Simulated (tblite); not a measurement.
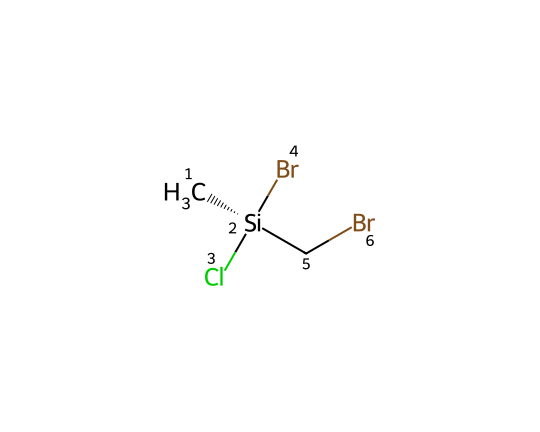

Skeletal drawing with numbered atoms; wedges and dashes mark any stereocentres. The configuration is that of a computed structure (GFN2-xTB).

Assign CIP descriptors.

Answer. Si2: S.
